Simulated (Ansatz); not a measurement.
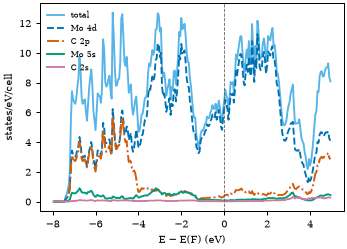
Fig. 1. Total and projected density of states of Mo2C in space group Pbcn (No. 60; Mo on 8d, C on 4c), PBEsol (plane waves, PAW; program Ansatz)

Problem. Which orbitals carry the states next to the Fermi level?

Solution. Within 0.5 eV of the Fermi level: Mo 4d 91 %, C 2p 6 %. Projections are on Löwdin-orthogonalised atomic valence shells; empty p or d shells of many metals are not among them.

Problem. Where is the tallest occupied peak in this window, and what makes it?

Solution. Near -5.2 eV, about 13 states/eV per cell; the largest projected share is Mo 4d.

The workflow started from a Materials Project entry (that database holds measured and hypothetical structures alike); the Crystallography Open Database files this formula in space group No. 60, but the cells were not matched. Whether it is the stable phase at ambient conditions was not checked. Symmetry was held in the PBEsol relaxation; of distortions, only those at the zone centre were tested. The run is not spin-polarised. Spin–orbit coupling is left out wherever it is not named.

Potentials: the later of the program's two PAW sets.
